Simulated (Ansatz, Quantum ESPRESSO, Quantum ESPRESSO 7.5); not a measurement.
# The work function of Nb(110), 5 layers, one monolayer of Si on top sites, level by level

Aim: the work function of each face of Nb(110), 5 layers, one monolayer of Si on top sites, and how it moves with functional, pseudopotentials and boundary condition.

Method: plane-wave DFT, PBE, GBRV ultrasoft pseudopotentials (geometry and cross-check by Ansatz 0.2.0 with PAW datasets; geometry under PBE), in Quantum ESPRESSO 7.5.

**1. The starting structure**

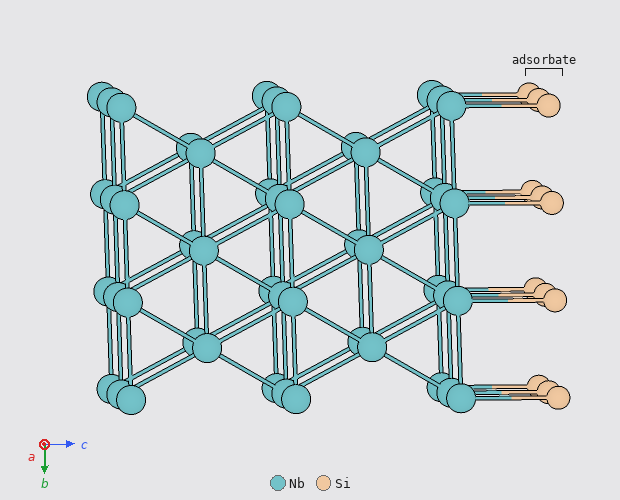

The starting structure, seen from the side, with the c axis across the page (niobium teal, silicon light orange). 2×3×1 cells are drawn. Some periodic images of atoms are drawn too.

The cell holds 6 atoms: 5 Nb and 1 Si. Its edges and angles: a = 2.858 Å, b = 2.858 Å, c = 28.334 Å, α = 90.0°, β = 90.0°, γ = 70.5°. It derives from Nb. Vacuum lies along c.

Coordinates:

```cif
data_structure
_symmetry_space_group_name_H-M 'P 1'
_symmetry_Int_Tables_number 1
_cell_length_a 2.8579
_cell_length_b 2.8579
_cell_length_c 28.3338
_cell_angle_alpha 90.000
_cell_angle_beta 90.000
_cell_angle_gamma 70.529
_cell_volume 218.18
loop_
_atom_site_label
_atom_site_type_symbol
_atom_site_fract_x
_atom_site_fract_y
_atom_site_fract_z
_atom_site_occupancy
Nb1 Nb 0.00000 0.00000 0.29294 1
Nb2 Nb 0.50000 0.50000 0.37529 1
Nb3 Nb 0.00000 0.00000 0.45765 1
Nb4 Nb 0.50000 0.50000 0.54000 1
Nb5 Nb 0.00000 0.00000 0.62236 1
Si6 Si 0.00000 0.00000 0.71942 1
```

**2. Geometry from Ansatz**

The geometry comes first, from a plane-wave PAW code, so that the later runs on this slab share one structure.

Input file input.yaml:

```yaml
crystal:
  lattice:
    - [2.3334523779, -1.65, 0.0]
    - [2.3334523779, 1.65, 0.0]
    - [0.0, 0.0, 28.3338095117]
  atoms:
    - { symbol: Nb, position: [0.0, 0.0, 0.2929362533] }
    - { symbol: Nb, position: [0.5, 0.5, 0.375292012] }
    - { symbol: Nb, position: [0.0, 0.0, 0.4576477706] }
    - { symbol: Nb, position: [0.5, 0.5, 0.5400035293] }
    - { symbol: Nb, position: [0.0, 0.0, 0.6223592879] }
    - { symbol: Si, position: [0.0, 0.0, 0.7194164803] }
kpoints:
  mp_grid: { grid: [10, 10, 1] }
hamiltonian:
  xc: pbe
scf:
  occupations: { method: fermi_dirac, width: 0.1 }
  convergence: { dr2_threshold: 1.0e-08 }
efield:
  axis: 3
  dipole_correction: true
  ramp_position: 0.97
  ramp_width: 0.04
relax:
  f_tol: 0.01
  constraints: [{ sites: [0, 1, 2] }]
output:
  write_potential: true
  write_density: true
  volumetric_format: npy
```

Run with:

```
$ ansatz run input.yaml --threads 4 --pin off --max-ram 8192MiB --backend cpu --events-out ev --progress --plain --runs-dir out
```

Numbers of over 12 decimals in the logs are rounded to 6 here.

What it wrote:

```text
Engine: ansatz 0.2.0, x86_64-unknown-linux-gnu
Pseudopotentials: kind: paw
Pseudopotential: Nb, paw, valence charge 13, recommended cutoff 420 eV (normal), Nb.paw.azcp
Pseudopotential: Si, paw, valence charge 4, recommended cutoff 420 eV (normal), Si.paw.azcp
Functional definition: PBE
  parameter kappa = 0.804
  parameter beta = 0.066725
  exchange = pbe_x(kappa = kappa, mu = beta*pi^2/3)
  correlation = pbe_c(beta = beta)
Crystal: 6 atoms, lattice volume = 218.181 Å³
Basis set: ecut = 420 eV, 4293 PW (Γ), exchange–correlation on 40×40×384 points (8 copies of the dense FFT grid, shifted against one another)
Bands: 42, of which v1, the nominal top of the filled ones, is band 35 counted from 1 (34 counted from 0)
Symmetry: 4 space group operations
Space group: Cmm2 (ITA 35), of the structure as read, at distance tolerance 6.0e-5 Å
k-points: 31 of 100
Non-local potential: Nb, projectors of the file, l = 0: 3, l = 1: 2, l = 2: 2, l = 3: 1
Non-local potential: Si, projectors of the file, l = 0: 2, l = 1: 2, l = 2: 2
PAW form: soft (Blöchl's): semilocal exchange-correlation on the pseudo side does not see the compensation charge
PAW one-centre angular grid: Nb, 590 points (default); XC on 64 Gauss nodes
PAW one-centre angular grid: Si, 110 points (default); XC on 64 Gauss nodes
Initial density: superposition of atomic densities (neutral atoms: chi_scale 0, normalization atom), corrected by the library's trained network
Initial wavefunctions: pseudopotential atomic-orbital guess
Functional: x = pbe(κ = 0.804, μ = 0.219515), c = pbe(β = 0.066725)
SCF iter   1: F=—  HF=-23395.108775 eV  |F-HF|=—  |Δ(HF+E_count)|=         —  Δρ=1.33e-2  dr2=1.44e1  ethr=1.77e-3  p=-0.009 e·Å  D=-7.76e-3 V/Å  ΔV_dip=0.22 eV  dr2_dipole=1.87e0  V_vac-E_F(+/−)=5.29/5.07 eV  ⟨swp⟩=8.3  Hψ=6185  notcnv=0
efield: sawtooth ramp at fractional position 0.9700 (set: `efield.ramp_position`, or a place that a band, a saddle search or an elastic batch's reference lends), width 0.0400; the density the first Hamiltonian is built on has a dipole p = -0.009 e·Å; the dipole correction subtracts the counter field D = -7.76e-3 V/Å, which shifts the + side's vacuum level by +0.22 eV against the − side's; the planar-averaged density in the ramp window peaks in size at 3.3e-5 e/Å³
preconditioner: auto → LDOS  [metal: Δε(μ)=0.027 eV  Ē_g=3.655 eV  σ=0.100 eV  W_gap=0.07  n_scr=20 (ndim 8)  ℏωp=13.5 eV  f_vac=0.436  D(μ)=7.67/eV (n_scr^D=58)  β→1.0]
SCF iter   2: F=—  HF=-23394.901443 eV  |F-HF|=—  |Δ(HF+E_count)|=   2.07e-1  Δρ=2.47e-3  dr2=3.91e-2  ethr=1.77e-3  p=-0.009 e·Å  D=-7.48e-3 V/Å  ΔV_dip=0.21 eV  dr2_dipole=1.08e-2  V_vac-E_F(+/−)=4.77/4.56 eV  ⟨swp⟩=2.2  Hψ=1658  notcnv=0
SCF iter   3: F=—  HF=-23394.902909 eV  |F-HF|=—  |Δ(HF+E_count)|=   1.47e-3  Δρ=8.37e-4  dr2=7.30e-3  ethr=5.67e-5  p=-0.009 e·Å  D=-7.32e-3 V/Å  ΔV_dip=0.21 eV  dr2_dipole=3.78e-4  V_vac-E_F(+/−)=4.77/4.56 eV  ⟨swp⟩=2.1  Hψ=1789  notcnv=0
SCF iter   4: F=—  HF=-23394.902589 eV  |F-HF|=—  |Δ(HF+E_count)|=   3.20e-4  Δρ=2.12e-4  dr2=3.23e-4  ethr=1.06e-5  p=-0.009 e·Å  D=-7.44e-3 V/Å  ΔV_dip=0.21 eV  dr2_dipole=2.74e-6  V_vac-E_F(+/−)=4.75/4.54 eV  ⟨swp⟩=2.0  Hψ=1773  notcnv=0
SCF iter   5: F=—  HF=-23394.902573 eV  |F-HF|=—  |Δ(HF+E_count)|=   1.55e-5  Δρ=5.47e-5  dr2=1.50e-5  ethr=4.68e-7  p=-0.009 e·Å  D=-7.64e-3 V/Å  ΔV_dip=0.22 eV  dr2_dipole=1.19e-7  V_vac-E_F(+/−)=4.75/4.54 eV  ⟨swp⟩=2.7  Hψ=1908  notcnv=0
SCF iter   6: F=—  HF=-23394.902602 eV  |F-HF|=—  |Δ(HF+E_count)|=   2.95e-5  Δρ=1.90e-5  dr2=1.07e-6  ethr=2.17e-8  p=-0.009 e·Å  D=-7.63e-3 V/Å  ΔV_dip=0.22 eV  dr2_dipole=7.77e-9  V_vac-E_F(+/−)=4.75/4.54 eV  ⟨swp⟩=3.2  Hψ=2655  notcnv=0
SCF iter   7: F=—  HF=-23394.902590 eV  |F-HF|=—  |Δ(HF+E_count)|=   1.28e-5  Δρ=6.07e-6  dr2=1.14e-7  ethr=1.55e-9  p=-0.009 e·Å  D=-7.64e-3 V/Å  ΔV_dip=0.22 eV  dr2_dipole=3.73e-10  V_vac-E_F(+/−)=4.75/4.54 eV  ⟨swp⟩=2.3  Hψ=2172  notcnv=0
SCF iter   8: F=—  HF=-23394.902590 eV  |F-HF|=—  |Δ(HF+E_count)|=   8.75e-8  Δρ=1.61e-6  dr2=1.26e-8  ethr=1.66e-10  p=-0.009 e·Å  D=-7.64e-3 V/Å  ΔV_dip=0.22 eV  dr2_dipole=1.65e-10  V_vac-E_F(+/−)=4.75/4.54 eV  ⟨swp⟩=3.0  Hψ=2613  notcnv=0
SCF iter   9: F=-23394.902590 eV  HF=-23394.902590 eV  |F-HF|=2.69e-9  |Δ(HF+E_count)|=   1.18e-8  Δρ=6.09e-7  dr2=1.30e-9  ethr=1.45e-11  p=-0.009 e·Å  D=-7.64e-3 V/Å  ΔV_dip=0.22 eV  dr2_dipole=6.98e-13  V_vac-E_F(+/−)=4.75/4.54 eV  ⟨swp⟩=10.1  Hψ=8835  notcnv=0
SCF 1 converged in 9 iterations: F = -23394.902590 eV  dr2 = 1.30e-9
  greatest PAW one-centre occupation: 0.998 electrons in one spin orbital (limit 2), on the Nb atom at site 1 (counted from 0), in its partial waves of l = 0
relax step   1: F+E_penalty+E_count = -23394.90258980 eV  Δ(F+E_penalty+E_count) = +0.000e0 eV  max|allowed force component| = 5.716e-1 eV/Å  Δτ_max = 0.0000 Å  (9 SCF iters, accepted)
Initial density: handed on by an earlier stage of this run
Initial wavefunctions: those handed on with the density
SCF iter   1: F=—  HF=-23395.006000 eV  |F-HF|=—  |Δ(HF+E_count)|=         —  Δρ=9.59e-3  dr2=3.31e0  ethr=3.10e-3  p=-0.009 e·Å  D=-7.64e-3 V/Å  ΔV_dip=0.22 eV  dr2_dipole=9.03e-1  V_vac-E_F(+/−)=4.76/4.54 eV  ⟨swp⟩=4.2  Hψ=2941  notcnv=0
efield: sawtooth ramp at fractional position 0.9700 (set: `efield.ramp_position`, or a place that a band, a saddle search or an elastic batch's reference lends), width 0.0400; the density the first Hamiltonian is built on has a dipole p = -0.009 e·Å; the dipole correction subtracts the counter field D = -7.64e-3 V/Å, which shifts the + side's vacuum level by +0.22 eV against the − side's; the planar-averaged density in the ramp window peaks in size at 1.1e-6 e/Å³
preconditioner: auto → LDOS  [metal: Δε(μ)=0.019 eV  Ē_g=3.613 eV  σ=0.100 eV  W_gap=0.05  n_scr=20 (ndim 8)  ℏωp=13.5 eV  f_vac=0.443  D(μ)=8.44/eV (n_scr^D=66)  β→1.0]
SCF iter   2: F=—  HF=-23394.925640 eV  |F-HF|=—  |Δ(HF+E_count)|=   8.04e-2  Δρ=3.55e-3  dr2=1.46e-1  ethr=3.10e-3  p=-0.010 e·Å  D=-8.32e-3 V/Å  ΔV_dip=0.24 eV  dr2_dipole=5.24e-2  V_vac-E_F(+/−)=4.78/4.54 eV  ⟨swp⟩=2.1  Hψ=1706  notcnv=0
SCF iter   3: F=—  HF=-23394.921161 eV  |F-HF|=—  |Δ(HF+E_count)|=   4.48e-3  Δρ=2.58e-3  dr2=5.55e-2  ethr=2.12e-4  p=-0.017 e·Å  D=-1.41e-2 V/Å  ΔV_dip=0.40 eV  dr2_dipole=4.00e-4  V_vac-E_F(+/−)=4.94/4.54 eV  ⟨swp⟩=2.9  Hψ=2366  notcnv=0
SCF iter   4: F=—  HF=-23394.912243 eV  |F-HF|=—  |Δ(HF+E_count)|=   8.92e-3  Δρ=3.54e-4  dr2=7.60e-4  ethr=8.05e-5  p=-0.015 e·Å  D=-1.24e-2 V/Å  ΔV_dip=0.35 eV  dr2_dipole=3.52e-5  V_vac-E_F(+/−)=4.89/4.54 eV  ⟨swp⟩=2.1  Hψ=1906  notcnv=0
[...]
SCF iter   2: F=—  HF=-23394.945205 eV  |F-HF|=—  |Δ(HF+E_count)|=   2.03e-2  Δρ=1.52e-3  dr2=3.69e-2  ethr=1.39e-3  p=-0.016 e·Å  D=-1.30e-2 V/Å  ΔV_dip=0.37 eV  dr2_dipole=1.39e-2  V_vac-E_F(+/−)=4.90/4.54 eV  ⟨swp⟩=1.1  Hψ=1304  notcnv=0
SCF iter   3: F=—  HF=-23394.944499 eV  |F-HF|=—  |Δ(HF+E_count)|=   7.06e-4  Δρ=1.03e-3  dr2=7.43e-3  ethr=5.35e-5  p=-0.012 e·Å  D=-1.03e-2 V/Å  ΔV_dip=0.29 eV  dr2_dipole=1.52e-5  V_vac-E_F(+/−)=4.83/4.54 eV  ⟨swp⟩=2.3  Hψ=1865  notcnv=0
SCF iter   4: F=—  HF=-23394.943289 eV  |F-HF|=—  |Δ(HF+E_count)|=   1.21e-3  Δρ=1.84e-4  dr2=2.13e-4  ethr=1.08e-5  p=-0.014 e·Å  D=-1.13e-2 V/Å  ΔV_dip=0.32 eV  dr2_dipole=4.46e-6  V_vac-E_F(+/−)=4.86/4.54 eV  ⟨swp⟩=2.2  Hψ=1827  notcnv=0
SCF iter   5: F=—  HF=-23394.943250 eV  |F-HF|=—  |Δ(HF+E_count)|=   3.93e-5  Δρ=5.06e-5  dr2=2.21e-5  ethr=3.09e-7  p=-0.013 e·Å  D=-1.11e-2 V/Å  ΔV_dip=0.31 eV  dr2_dipole=1.40e-6  V_vac-E_F(+/−)=4.85/4.54 eV  ⟨swp⟩=3.0  Hψ=2416  notcnv=0
SCF iter   6: F=—  HF=-23394.943293 eV  |F-HF|=—  |Δ(HF+E_count)|=   4.37e-5  Δρ=1.52e-5  dr2=2.96e-6  ethr=3.20e-8  p=-0.013 e·Å  D=-1.10e-2 V/Å  ΔV_dip=0.31 eV  dr2_dipole=3.06e-7  V_vac-E_F(+/−)=4.85/4.54 eV  ⟨swp⟩=1.4  Hψ=1346  notcnv=0
SCF iter   7: F=—  HF=-23394.943277 eV  |F-HF|=—  |Δ(HF+E_count)|=   1.66e-5  Δρ=3.34e-6  dr2=5.05e-8  ethr=4.29e-9  p=-0.013 e·Å  D=-1.10e-2 V/Å  ΔV_dip=0.31 eV  dr2_dipole=2.18e-8  V_vac-E_F(+/−)=4.85/4.54 eV  ⟨swp⟩=2.1  Hψ=1706  notcnv=0
SCF iter   8: F=-23394.943277 eV  HF=-23394.943277 eV  |F-HF|=6.33e-9  |Δ(HF+E_count)|=   1.96e-8  Δρ=1.11e-6  dr2=3.94e-9  ethr=1.45e-11  p=-0.013 e·Å  D=-1.10e-2 V/Å  ΔV_dip=0.31 eV  dr2_dipole=9.17e-13  V_vac-E_F(+/−)=4.85/4.54 eV  ⟨swp⟩=10.6  Hψ=9800  notcnv=0
SCF 3 converged in 8 iterations: F = -23394.943277 eV  dr2 = 3.94e-9
relax step   3: F+E_penalty+E_count = -23394.94327689 eV  Δ(F+E_penalty+E_count) = -3.107e-2 eV  max|allowed force component| = 6.309e-2 eV/Å  Δτ_max = 0.0665 Å  (8 SCF iters, accepted)
SCF iter   1: F=—  HF=-23394.943941 eV  |F-HF|=—  |Δ(HF+E_count)|=         —  Δρ=1.02e-3  dr2=2.02e-2  ethr=2.60e-3  p=-0.013 e·Å  D=-1.10e-2 V/Å  ΔV_dip=0.31 eV  dr2_dipole=4.66e-3  V_vac-E_F(+/−)=4.84/4.53 eV  ⟨swp⟩=1.9  Hψ=1883  notcnv=0
efield: sawtooth ramp at fractional position 0.9700 (set: `efield.ramp_position`, or a place that a band, a saddle search or an elastic batch's reference lends), width 0.0400; the density the first Hamiltonian is built on has a dipole p = -0.013 e·Å; the dipole correction subtracts the counter field D = -1.10e-2 V/Å, which shifts the + side's vacuum level by +0.31 eV against the − side's; the planar-averaged density in the ramp window peaks in size at 3.0e-7 e/Å³
preconditioner: auto → LDOS  [metal: Δε(μ)=0.023 eV  Ē_g=3.616 eV  σ=0.100 eV  W_gap=0.06  n_scr=20 (ndim 8)  ℏωp=13.5 eV  f_vac=0.441  D(μ)=8.30/eV (n_scr^D=66)  β→1.0]
SCF iter   2: F=—  HF=-23394.943833 eV  |F-HF|=—  |Δ(HF+E_count)|=   1.08e-4  Δρ=3.42e-4  dr2=1.50e-3  ethr=2.92e-5  p=-0.013 e·Å  D=-1.04e-2 V/Å  ΔV_dip=0.30 eV  dr2_dipole=2.46e-4  V_vac-E_F(+/−)=4.83/4.54 eV  ⟨swp⟩=2.0  Hψ=1753  notcnv=0
SCF iter   3: F=—  HF=-23394.943775 eV  |F-HF|=—  |Δ(HF+E_count)|=   5.77e-5  Δρ=1.63e-4  dr2=1.80e-4  ethr=2.17e-6  p=-0.013 e·Å  D=-1.06e-2 V/Å  ΔV_dip=0.30 eV  dr2_dipole=1.58e-8  V_vac-E_F(+/−)=4.84/4.54 eV  ⟨swp⟩=2.1  Hψ=2066  notcnv=0
SCF iter   4: F=—  HF=-23394.943741 eV  |F-HF|=—  |Δ(HF+E_count)|=   3.46e-5  Δρ=3.57e-5  dr2=1.85e-5  ethr=2.62e-7  p=-0.013 e·Å  D=-1.08e-2 V/Å  ΔV_dip=0.30 eV  dr2_dipole=2.52e-7  V_vac-E_F(+/−)=4.84/4.54 eV  ⟨swp⟩=2.6  Hψ=2210  notcnv=0
SCF iter   5: F=—  HF=-23394.943771 eV  |F-HF|=—  |Δ(HF+E_count)|=   3.01e-5  Δρ=1.18e-5  dr2=1.37e-6  ethr=2.68e-8  p=-0.013 e·Å  D=-1.07e-2 V/Å  ΔV_dip=0.30 eV  dr2_dipole=2.27e-8  V_vac-E_F(+/−)=4.84/4.54 eV  ⟨swp⟩=2.1  Hψ=1782  notcnv=0
SCF iter   6: F=—  HF=-23394.943757 eV  |F-HF|=—  |Δ(HF+E_count)|=   1.41e-5  Δρ=3.42e-6  dr2=7.22e-8  ethr=1.98e-9  p=-0.013 e·Å  D=-1.08e-2 V/Å  ΔV_dip=0.30 eV  dr2_dipole=6.64e-9  V_vac-E_F(+/−)=4.84/4.54 eV  ⟨swp⟩=2.0  Hψ=1739  notcnv=0
SCF iter   7: F=—  HF=-23394.943757 eV  |F-HF|=—  |Δ(HF+E_count)|=   3.77e-8  Δρ=1.34e-6  dr2=1.31e-8  ethr=1.45e-11  p=-0.013 e·Å  D=-1.08e-2 V/Å  ΔV_dip=0.30 eV  dr2_dipole=2.11e-9  V_vac-E_F(+/−)=4.84/4.54 eV  ⟨swp⟩=10.4  Hψ=9443  notcnv=0
SCF iter   8: F=-23394.943757 eV  HF=-23394.943757 eV  |F-HF|=6.08e-10  |Δ(HF+E_count)|=   9.27e-9  Δρ=3.14e-7  dr2=3.52e-10  ethr=1.45e-11  p=-0.013 e·Å  D=-1.08e-2 V/Å  ΔV_dip=0.30 eV  dr2_dipole=1.57e-11  V_vac-E_F(+/−)=4.84/4.54 eV  ⟨swp⟩=9.2  Hψ=8072  notcnv=0
SCF 4 converged in 8 iterations: F = -23394.943757 eV  dr2 = 3.52e-10
relax step   4: F+E_penalty+E_count = -23394.94375661 eV  Δ(F+E_penalty+E_count) = -4.797e-4 eV  max|allowed force component| = 7.553e-3 eV/Å  Δτ_max = 0.0299 Å  (8 SCF iters, accepted)
NSCF: frozen V_eff on 31 k-points
the band table was solved once a step of the walk had ended and its energy, with any forces and stress, was formed, with the checks that follow a solve (6318 applications of the Hamiltonian). They found nothing against the state; the energy, forces and stress were not computed again (output.eigenvalues in the input reference)
SCF converged after 8 iterations
Free energy (F): -23394.943757 eV
Harris-Foulkes:  -23394.943757 eV  (|F-HF|=6.08e-10)
Internal energy: -23394.676960 eV  (E = F + TS)
E sigma→0 (E₀):  -23394.810358 eV
Entropy (-TS):   -0.266796 eV (-44.466 meV/atom)
Fermi energy:    5.732256 eV
Dipole field:    D = -0.010764 V/Å  (p = -0.012978 e·Å, saw-weighted, corrected)
Work function:   Φ+ = 4.8418 eV   Φ− = 4.5368 eV
Levels:          The Fermi level and band energies are counted from a zero that moves with the ramp; work functions are not
--- Per-component energies (eV) ---
  E_band       = -1120.666088
  E_kinetic    = 2006.445852
  E_local      = -84379.041950  (includes V_loc(G=0)·N_el)
  E_nonlocal   = 626.463912
  E_hartree    = 41136.174270
  E_xc         = -929.162538
  E_vxc        = -1106.384463  (∫ρ·V_xc dr)
  E_paw        = -15879.124704  (= ΣΔE_a)
  E_vpaw       = -540.143862  (= ΣTr[D̂ρ^β])
  E_aug_tail   = 0.000041  (compensation charges beyond the density's cutoff)
  E_efield     = 0.000070  (sawtooth field / dipole correction)
  E_vefield    = -0.354804  (∫n·V_field dr)
  E_ewald      = 34023.568086
  E_smearing   = -0.266796  (= −TS)
  E_closure    = -0.000000  (closes the sum)
  Σ components = -23394.943757   (vs F -23394.943757, Δ=0.00e0)
--- Forces (eV/Å), atoms counted from 1 ---
  atom   1  Nb     0.00000000    -0.00000000     0.31407717
  atom   2  Nb     0.00000000     0.00000000    -0.41378754
  atom   3  Nb    -0.00000000     0.00000000     0.10805975
  atom   4  Nb     0.00000000     0.00000000     0.00225575
  atom   5  Nb     0.00000000    -0.00000000    -0.00305738
  atom   6  Si     0.00000000     0.00000000    -0.00755266
  max |Σ_I F_I| component: 4.91e-6 eV/Å
--- Band table (eV; the first three rows and the last of 31) ---
  k-point 0: bands = [... 31 lower, 5.3603, 5.7614, 5.8352, 5.9384, 6.2503, 6.3525, 7.1226, 7.2853, ... 3 higher]
  k-point 1: bands = [... 31 lower, 5.3818, 5.5236, 5.7186, 5.8665, 6.0773, 6.3903, 6.7257, 7.2662, ... 3 higher]
  k-point 2: bands = [... 31 lower, 5.0502, 5.3056, 5.3529, 5.4766, 5.7785, 6.0056, 6.8565, 7.7156, ... 3 higher]
  k-point 30: bands = [... 31 lower, 5.1501, 5.7272, 6.3981, 6.5918, 7.5318, 7.5655, 7.6477, 8.1105, ... 3 higher]
--- Relaxed structure (4 steps of the walk, 4 accepted, 0 SCFs on fresh bases) ---
  F+E_penalty+E_count = -23394.94375661 eV   max|allowed force component| = 7.553e-3 eV/Å
  atoms:
    - { symbol: Nb, position: [0.0, 0.0, 0.2929362533] }
    - { symbol: Nb, position: [0.5, 0.5, 0.375292012] }
    - { symbol: Nb, position: [0.0, 0.0, 0.4576477706] }
    - { symbol: Nb, position: [0.5, 0.5, 0.540776] }
    - { symbol: Nb, position: [0, 0, 0.624183] }
    - { symbol: Si, position: [0, 0, 0.716326] }
```

Elapsed: 14 s, on 4 threads of Intel Xeon Platinum 8559C (Emerald Rapids), shared host; peak memory 0.69 GiB.

(Part 1 of 6 ends here.)

[Logs are printed without paths, hosts, clocks, repeated set-up lines and the standing remarks that a program may print on its own settings, such as how far it seeks lower states.]

[Hosts, paths, dates, database ids (printed as entryN), source tags and the programs' standing remarks are cut or masked in the printed files.]

[Maps of the electrostatic potential energy from Ansatz leave out the sawtooth potential of an applied field or a dipole correction, so their vacuum need not be flat; planar profiles and work functions include it.]
